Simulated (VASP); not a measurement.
**Zn2Re with optPBE-vdW: from relaxation to properties**

Wanted: the relaxed cell of Zn2Re and its properties. The steps: relaxing cell and atoms (optPBE-vdW), second relaxation, single point with fields (optPBE-vdW), band structure (optPBE-vdW), total and projected DOS (optPBE-vdW) and vibrations at Γ (optPBE-vdW). The cell is invented: other elements were put on sites of a known structure type. It may not be a known or stable phase. Left out of this account: 1 further run (elastic: elastic constants of a metal on too coarse a mesh).

Method: optPBE-vdW; plane waves and PAW (Zn, Re); invented cell, in VASP 6.6.1.

## (1) Starting point

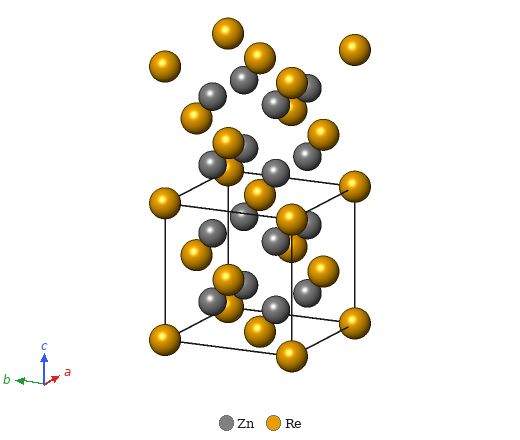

The starting structure, seen from a free direction (zinc grey, rhenium orange). 1×1×2 cells are drawn. This picture shows the conventional cell, with its axes. Some periodic images of atoms are drawn too.

Coordinates:

```xyz
3
Lattice="0.0000 2.7678 2.7678 2.7678 0.0000 2.7678 2.7678 2.7678 0.0000" Properties=species:S:1:pos:R:3 pbc="T T T"
Zn    1.3839    1.3839    1.3839
Zn    4.1517    4.1517    4.1517
Re    0.0000    0.0000    0.0000
```

## (2) Relaxing cell and atoms (optPBE-vdW)

Properties are meant for the cell that this level of theory prefers, so cell and atoms are relaxed first (ISIF = 3) until forces and stress are small; EDIFFG sets the threshold. optPBE-vdW pairs nonlocal correlation with a PBE-like exchange and tends to long distances. LUSE_VDW switches on a nonlocal correlation term for dispersion.

Contents of INCAR:

```
SYSTEM = Zn2Re
PREC = Accurate
ENCUT = 400
EDIFF = 1E-06
NELM = 100
ISMEAR = 1
SIGMA = 0.2
LREAL = .FALSE.
ALGO = Normal
GGA = OR
AGGAC = 0
LUSE_VDW = .TRUE.
LASPH = .TRUE.
NBANDS = 21
LORBIT = 11
LWAVE = .FALSE.
LCHARG = .FALSE.
IBRION = 2
NSW = 60
ISIF = 3
EDIFFG = -0.01
```

Contents of POSCAR:

```
Zn2Re
1.0
    0.0000000000      2.7677996300      2.7677996300
    2.7677996300      0.0000000000      2.7677996300
    2.7677996300      2.7677996300      0.0000000000
Zn Re
2 1
Direct
    0.2500000000      0.2500000000      0.2500000000
    0.7500000000      0.7500000000      0.7500000000
    0.0000000000      0.0000000000      0.0000000000
```

Contents of KPOINTS:

```
Automatic mesh
0
Gamma
7 7 7
0 0 0
```

PAW data sets: Zn and Re (PBE family, release 64).

Launch:

```bash
mpirun -np 1 vasp_std
```

What it wrote:

```text
[banner, memory and clock lines left out]
running    1 mpi-ranks, on    1 nodes
 distrk:  each k-point on    1 cores,    1 groups
 distr:  one band on    1 cores,    1 groups

 POSCAR found type information on POSCAR ZnRe
 POSCAR found :  2 types and       3 ions
|                                                                             |
|               ----> ADVICE to this user running VASP <----                  |
|                                                                             |
|     You have switched on vdW-DFT.                                           |
|     This routine was written and supplied by Jiri Klimes. We recommend      |
|     that you carefully read and cite the following publications:            |
|       J. Klimes, D.R. Bowler, A. Michelides                                 |
|          J. Phys.: Cond Matt. 22 022201 (2010)                              |
|       J. Klimes, D.R. Bowler, A. Michelides                                 |
|          Phys. Rev. B. 83, 195131 (2011)                                    |
|     and references therein.                                                 |
|                                                                             |

|                                                                             |
|               ----> ADVICE to this user running VASP <----                  |
|                                                                             |
|     You enforced a specific xc type in the INCAR file but a different       |
|     [... a line on the potential file left out ...]
|     I HOPE YOU KNOW WHAT YOU ARE DOING!                                     |
|                                                                             |

 LDA part: xc-table for (Slater+PW92), standard interpolation
 POSCAR, INCAR and KPOINTS ok, starting setup
 FFT: planning ... GRIDC
 FFT: planning ... GRID_SOFT
 FFT: planning ... GRID
 WAVECAR not read
 entering main loop
       N       E                     dE             d eps       ncg     rms          rms(c)
DAV:   1     0.133142161180E+03    0.13314E+03   -0.13359E+04  1270   0.189E+03
DAV:   2     0.403540666899E+01   -0.12911E+03   -0.12361E+03  1325   0.402E+02
DAV:   3    -0.133335919481E+01   -0.53688E+01   -0.52937E+01  1187   0.812E+01
DAV:   4    -0.137002372279E+01   -0.36665E-01   -0.36337E-01  1132   0.543E+00
DAV:   5    -0.137105918378E+01   -0.10355E-02   -0.10353E-02  1163   0.829E-01    0.279E+01
DAV:   6    -0.905360588503E+00    0.46570E+00   -0.15240E+00  1264   0.316E+01    0.147E+01
DAV:   7    -0.858386213989E+00    0.46974E-01   -0.37592E-01  1510   0.152E+01    0.246E+00
DAV:   8    -0.820525023119E+00    0.37861E-01   -0.11560E-01  1515   0.107E+01    0.218E+00
DAV:   9    -0.819331729953E+00    0.11933E-02   -0.11495E-02  1044   0.134E+00    0.153E-01
DAV:  10    -0.819382481103E+00   -0.50751E-04   -0.72289E-04  1431   0.607E-01    0.425E-02
DAV:  11    -0.819374475929E+00    0.80052E-05   -0.15964E-04  1333   0.208E-01    0.120E-02
DAV:  12    -0.819374893664E+00   -0.41774E-06   -0.91930E-06  1130   0.504E-02
   1 F= -.81937489E+00 E0= -.81364557E+00  d E =-.819375E+00
 curvature:   0.00 expect dE= 0.000E+00 dE for cont linesearch  0.000E+00
 trial: gam= 0.00000 g(F)=  0.296E-45 g(S)=  0.679E+01 ort = 0.000E+00 (trialstep = 0.100E+01)
 search vector abs. value=  0.679E+01
 bond charge predicted
       N       E                     dE             d eps       ncg     rms          rms(c)
DAV:   1    -0.748997604371E+02   -0.74080E+02   -0.15709E+03   990   0.977E+02    0.713E+01
DAV:   2    -0.171364782065E+02    0.57763E+02   -0.16861E+02  1163   0.193E+02    0.379E+01
DAV:   3    -0.549448050722E+01    0.11642E+02   -0.15261E+01  1184   0.445E+01    0.254E+01
DAV:   4    -0.180233441966E+01    0.36921E+01   -0.34920E+00  1422   0.291E+01    0.831E+00
DAV:   5    -0.102859673212E+01    0.77374E+00   -0.11192E+00  1497   0.135E+01    0.404E+00
DAV:   6    -0.884668491960E+00    0.14393E+00   -0.81485E-02  1256   0.325E+00    0.386E-01
DAV:   7    -0.884271788947E+00    0.39670E-03   -0.11687E-02  1225   0.170E+00    0.448E-01
DAV:   8    -0.884111543218E+00    0.16025E-03   -0.10363E-02   865   0.161E+00    0.681E-02
DAV:   9    -0.884025904600E+00    0.85639E-04   -0.73639E-04  1350   0.400E-01    0.207E-02
DAV:  10    -0.884040984130E+00   -0.15080E-04   -0.58987E-05   990   0.626E-02    0.748E-03
DAV:  11    -0.884044102665E+00   -0.31185E-05   -0.55970E-06   978   0.292E-02    0.397E-03
DAV:  12    -0.884043856276E+00    0.24639E-06   -0.16241E-06   558   0.227E-02
   2 F= -.88404386E+00 E0= -.87726671E+00  d E =-.646690E-01
[...]
3 F= -.20586985E+01 E0= -.20536801E+01  d E =-.123932E+01
[...]
4 F= -.20615004E+01 E0= -.20564325E+01  d E =-.124213E+01
[...]
5 F= -.20618148E+01 E0= -.20567210E+01  d E =-.124244E+01
 curvature:  -0.33 expect dE=-0.199E-04 dE for cont linesearch -0.199E-04
 ZBRENT: accuracy reached
 trial: gam=-0.00299 g(F)=  0.796E-44 g(S)=  0.611E-04 ort = 0.204E-01 (trialstep = 0.885E+00)
 search vector abs. value=  0.650E-09
 bond charge predicted
       N       E                     dE             d eps       ncg     rms          rms(c)
DAV:   1    -0.206181511150E+01    0.67536E-06   -0.24799E-07   430   0.142E-02    0.104E-03
DAV:   2    -0.206181513539E+01   -0.23887E-07   -0.12846E-07   425   0.818E-03
   6 F= -.20618151E+01 E0= -.20567206E+01  d E =-.298528E-06
 trial-energy change:   -0.000000  1 .order   -0.000000   -0.000000   -0.000000
 step:   1.3556(harm=  1.3556)  dis= 0.00000  next Energy=    -2.061815 (dE=-0.124E-06)
 reached required accuracy - stopping structural energy minimisation
```

Run time: 1.8 min. Hardware: 1 MPI rank of Intel Xeon 6975P-C (Granite Rapids), shared host; peak memory 0.32 GiB.

The logs omit lines about the potential files and the build; timing stands in the text.

OUTCAR, selected parts (step 2):

```text
ion  position               nearest neighbor table
   1  0.250  0.250  0.250-   3 2.40   3 2.40   3 2.40   3 2.40   2 2.77   2 2.77   2 2.77   2 2.77
                             2 2.77   2 2.77
   2  0.750  0.750  0.750-   3 2.40   3 2.40   3 2.40   3 2.40   1 2.77   1 2.77   1 2.77   1 2.77
                             1 2.77   1 2.77
   3  0.000  0.000  0.000-   1 2.40   2 2.40   2 2.40   2 2.40   2 2.40   1 2.40   1 2.40   1 2.40

  LATTYP: Found a face centered cubic cell.
 ALAT       =     5.5355992600

 Subroutine GETGRP returns: Found 48 space group operations
 (whereof 48 operations were pure point group operations)

The static configuration has the point symmetry O_h .

 Found     20 irreducible k-points:

   k-points           NKPTS =     20   k-points in BZ     NKDIM =     20   number of bands    NBANDS=     21

   dimension x,y,z NGX =    28 NGY =   28 NGZ =   28
   dimension x,y,z NGXF=    56 NGYF=   56 NGZF=   56

   ENCUT  =  400.0 eV  29.40 Ry    5.42 a.u.   6.38  6.38  6.38*2*pi/ulx,y,z

   NELECT =      31.0000    total number of electrons

 k-points in reciprocal lattice and weights: Automatic mesh
   0.00000000  0.00000000  0.00000000       0.003
   0.14285714  0.00000000  0.00000000       0.023
   0.28571429  0.00000000  0.00000000       0.023
   0.42857143  0.00000000  0.00000000       0.023
   0.14285714  0.14285714  0.00000000       0.017
   0.28571429  0.14285714  0.00000000       0.070
   0.42857143  0.14285714  0.00000000       0.070
  -0.42857143  0.14285714  0.00000000       0.070
  -0.28571429  0.14285714  0.00000000       0.070
[...]
-0.42857143  0.42857143  0.14285714       0.070
  -0.28571429  0.42857143  0.14285714       0.070

 average (electrostatic) potential at core
       1 -36.5145       2 -36.5145       3 -44.2259

 E-fermi :   2.5424

 k-point     1 :       0.0000    0.0000    0.0000
  band No.  band energies     occupation
    ...
     12       0.4171      2.00000
     13       0.4171      2.00000
     14       0.4171      2.00000
     15       2.5641      0.81784
     16       2.5641      0.81782
     17       6.3845     -0.00000
     18      10.5130      0.00000
     19      10.5130      0.00000
     20      10.5130      0.00000
     21      11.0165      0.00000

 k-point     2 :       0.1429    0.0000    0.0000
  band No.  band energies     occupation
    ...
     12       0.0235      2.00000
     13       0.5781      2.00000
     14       0.5781      2.00000
     15       2.4697      1.57286
     16       2.4697      1.57285
     17       6.7617      0.00000
     18       7.8866      0.00000
     19       9.4287      0.00000
     20       9.4287      0.00000
     21      10.4957      0.00000

 k-point     3 :       0.2857    0.0000    0.0000
  band No.  band energies     occupation
    ...
     12      -0.7612      2.00000
     13       0.8922      2.00000
     14       0.8922      2.00000
     15       2.4058      1.90760
     16       2.4059      1.90759
     17       4.5804     -0.00000
     18       7.8962      0.00000
     19       7.8962      0.00000
     20       8.0707      0.00000
     21      10.2596      0.00000

Total vdW correction in eV:      6.1393799

  Total        0.0123699      0.0123699      0.0123699      0.0000000      0.0000000      0.0000000
  in kB        0.3703076      0.3703076      0.3703076      0.0000000      0.0000000      0.0000000
  external PRESSURE =       0.3703076 kB  Pullay stress =       0.0000000 kB

  energy-cutoff  :      400.00
  volume of cell :       53.52
      direct lattice vectors                 reciprocal lattice vectors
     0.000000000  2.991079427  2.991079427    -0.167163732  0.167163732  0.167163732
     2.991079427  0.000000000  2.991079427     0.167163732 -0.167163732  0.167163732
     2.991079427  2.991079427  0.000000000     0.167163732  0.167163732 -0.167163732

 POSITION                                       TOTAL-FORCE (eV/Angst)
 -----------------------------------------------------------------------------------
      1.49554      1.49554      1.49554         0.000000      0.000000      0.000000
      4.48662      4.48662      4.48662        -0.000000     -0.000000     -0.000000
      2.99108      0.00000      2.99108         0.000000      0.000000      0.000000
 -----------------------------------------------------------------------------------
    total drift:                                0.000000      0.000000      0.000000

  FREE ENERGIE OF THE ION-ELECTRON SYSTEM (eV)
  ---------------------------------------------------
  free  energy   TOTEN  =        -2.0618151354 eV

  energy  without entropy=       -2.0465315172  energy(sigma->0) =       -2.05672060

Total vdW correction in eV:      6.1393757

 reached required accuracy - stopping structural energy minimisation

 total charge
# of ion       s       p       d       tot
------------------------------------------
    1        0.664   0.488   9.724  10.876
    2        0.664   0.488   9.724  10.876
    3        0.558   0.319   4.927   5.804
--------------------------------------------------
tot          1.887   1.294  24.374  27.556

[... 3 further parts left out ...]
```

This run has no spin polarisation. Its electron count is odd, so without a moment it is a metal by construction. The k-mesh is coarse for a metal. The PAW data sets were made with PBE, which is usual practice but a small mismatch for other functionals. After so large a change of volume the plane waves of the start cell no longer fit, so the final stress carries a basis-set error. The data set Re keeps the semicore shell frozen, which is cheaper and a little less accurate. The run keeps the 48 symmetry operations of its start, so it cannot find a distortion of lower symmetry.

Step by step:

| step | energy less that of the first step (eV) | largest force (eV/Å) | pressure (GPa) | volume (Å³) |
| --- | --- | --- | --- | --- |
| 1 | 0.0000 | 0.0000 | 44.84 | 42.41 |
| 2 | -0.0647 | 0.0000 | -15.93 | 71.61 |
| 3 | -1.2393 | 0.0000 | -1.38 | 54.25 |
| 4 | -1.2421 | 0.0000 | -0.47 | 53.76 |
| 5 | -1.2424 | 0.0000 | 0.11 | 53.52 |
| 6 | -1.2424 | 0.0000 | 0.04 | 53.52 |

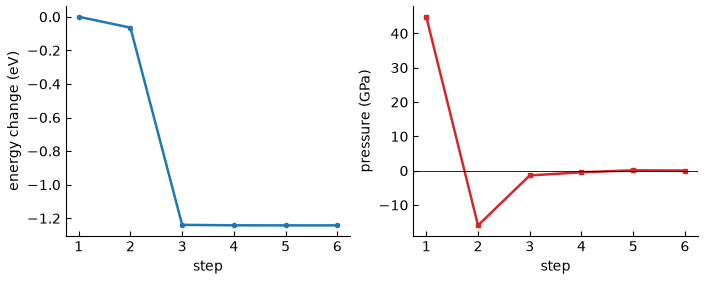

Energy and pressure along the relaxation.

| conventional cell, symmetrised | before | after | change |
| --- | --- | --- | --- |
| a (Å) | 5.536 | 5.982 | +8.1 % |
| b (Å) | 5.536 | 5.982 | +8.1 % |
| c (Å) | 5.536 | 5.982 | +8.1 % |
| volume (Å³/atom) | 14.14 | 17.84 | +26.2 % |

The relaxed structure:

```
Zn Re
1.0
     0.00000    2.99108    2.99108
     2.99108    0.00000    2.99108
     2.99108    2.99108    0.00000
Zn Re
2 1
Direct
  0.25000 0.25000 0.25000
  0.75000 0.75000 0.75000
  0.00000 0.00000 0.00000
```

This step gave:

```
electrons                       : 31
bands                           : 21
irreducible k-points            : 20
symmetry operations             : 48
free energy (TOTEN)             : -2.062 eV
energy at zero smearing         : -2.057 eV
Fermi energy                    : 2.542 eV
pressure                        : 0.03703 GPa
metallic                        : yes
SCF cycles over all ionic steps : 54
```

It ends with forces that vanish by symmetry and a pressure of 0.04 GPa.

(Continued in part 2 of 4.)

[Lines on the potential files, build, host, timing and source positions are cut from VASP's logs without a mark.]

[Logs are printed without paths, hosts, clocks, repeated set-up lines and the standing remarks that a program may print on its own settings, such as how far it seeks lower states.]

[Hosts, paths, dates, database ids (printed as entryN), source tags and the programs' standing remarks are cut or masked in the printed files.]

[A measured line is paired with the nearest computed mode of its activity, which favours agreement.]

[In band tables of VASP the shares of atoms and orbitals are scaled to a sum of 1 inside the atoms' spheres.]
